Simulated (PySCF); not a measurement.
# PBE0/STO-3G run of PH3F+ (SMILES F[PH3+])

What is the vertical singlet–triplet gap of PH3F+ at PBE0/STO-3G? 

The results are computed with PySCF 2.14.0.

23 further runs of the same task are left out: 9 that didn't finish, 14 set aside as unsound or not needed.

## 1. The molecule

The species is PH3F+ (5 atoms), meant as a singlet with charge +1. SMILES: `F[PH3+]`. Geometry: relaxed at GFN2-xTB.

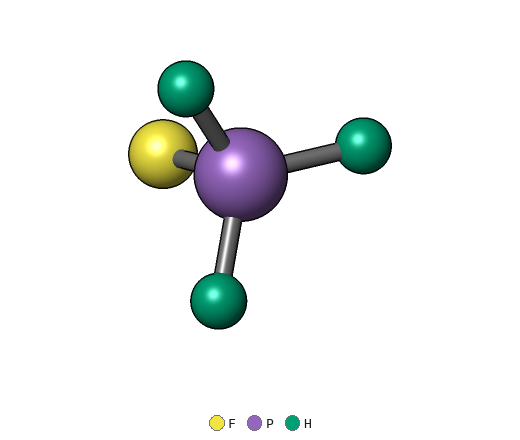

The structure, seen from a chosen angle (fluorine yellow, phosphorus purple, hydrogen teal).

## 2. The energy at PBE0/STO-3G

Contents of mol.xyz:

```xyz
5

F     -1.365490     0.250400     0.341100
P      0.122590    -0.022380    -0.030680
H      0.038180    -0.428620    -1.349370
H      0.486130    -1.008290     0.868130
H      0.718590     1.208890     0.170830
```

Contents of input.py:

```python
from pyscf import gto, dft

mol = gto.Mole()
mol.atom = 'mol.xyz'
mol.max_memory = 1860
mol.basis = 'sto-3g'
mol.charge = 1
mol.spin = 0
mol.verbose = 3
mol.build()

mf = dft.RKS(mol)
mf.xc = 'pbe0'
mf.grids.level = 5
mf.conv_tol = 1e-10
mf.kernel()
if not mf.converged:
    mf = mf.newton().run(mf.mo_coeff, mf.mo_occ)

etot = mf.e_tot
print('Final energy', etot)
```

Started as:

```
$ OMP_NUM_THREADS=1 python input.py
```

Standard output:

```text
converged SCF energy = -437.19369723903
Final energy -437.1936972390301
```

Run time: 2.5 s. Hardware: 1 thread of Arm Neoverse V1, shared host; peak memory 0.19 GiB.

## 3. The triplet at the same level

Contents of job.py:

```python
from pyscf import gto, dft

mol = gto.Mole()
mol.atom = '''
F     -2.580402     0.473187     0.644586
P      0.231662    -0.042292    -0.057977
H      0.072150    -0.809974    -2.549940
H      0.918653    -1.905392     1.640528
H      1.357938     2.284471     0.322822
'''
mol.spin = 2
mol.max_memory = 1860
mol.charge = 1
mol.verbose = 3
mol.basis = 'sto-3g'
mol.unit = 'bohr'
mol.build()

mf = dft.UKS(mol)
mf.xc = 'pbe0'
mf.grids.level = 5
mf.conv_tol = 1e-10
mf.kernel()
if not mf.converged:
    mf = mf.newton().run(mf.mo_coeff, mf.mo_occ)

e_tot = mf.e_tot
print('E(%s) = %.9f' % ('PBE0', e_tot))
```

Started as:

```
$ OMP_NUM_THREADS=1 python job.py
```

Standard output:

```text
WARN: HOMO 0.103626661029597 >= LUMO -0.396163476912405

WARN: HOMO -0.224245819364506 >= LUMO -0.324035359438795

WARN: HOMO -0.23251838967674 >= LUMO -0.469230696857031

WARN: HOMO -0.22954765972452 >= LUMO -0.454687301627721

WARN: HOMO -0.242137498664727 >= LUMO -0.455555854749827

WARN: HOMO -0.241838298464427 >= LUMO -0.448109026084433

WARN: HOMO -0.242321129611754 >= LUMO -0.447367924018245

WARN: HOMO -0.24247132240012 >= LUMO -0.447163799165828

WARN: HOMO -0.242448630069875 >= LUMO -0.447211279298831

WARN: HOMO -0.242450260795458 >= LUMO -0.447214936212079

WARN: HOMO -0.242450489761778 >= LUMO -0.447215577200255

WARN: HOMO -0.242450774596196 >= LUMO -0.44721614207465

WARN: HOMO -0.242450619097843 >= LUMO -0.447215792668158

WARN: HOMO -0.242450623036352 >= LUMO -0.447215739549853

WARN: HOMO -0.242450620304714 >= LUMO -0.447215740313139

WARN: HOMO -0.242450620027103 >= LUMO -0.447215736753447

WARN: HOMO -0.242450616246142 >= LUMO -0.447215738254478

WARN: HOMO -0.2424506078808 >= LUMO -0.447215660397978

converged SCF energy = -436.882191929603  <S^2> = 2.002801  2S+1 = 3.0018667
E(PBE0) = -436.882191930
```

It took 6 s on 1 thread of Arm Neoverse V1, shared host; peak memory 0.2 GiB.

## 4. What came out

At PBE0/STO-3G:

```
                                        quantity          value
                           singlet: total energy  -437.19370 Eh
                            singlet: HOMO energy      -14.47 eV
                            singlet: LUMO energy       -3.49 eV
                          singlet: HOMO–LUMO gap       10.97 eV
                           triplet: total energy  -436.88219 Eh
     triplet: HOMO energy (highest over α and β)       -6.60 eV
                                   triplet: ⟨S²⟩          2.003
vertical energy of the triplet above the singlet       8.476 eV
```

What this shows: At this shape the triplet lies 8.48 eV (195 kcal/mol) above the singlet. In a minimal basis such a difference can be off by several eV, whatever the method.
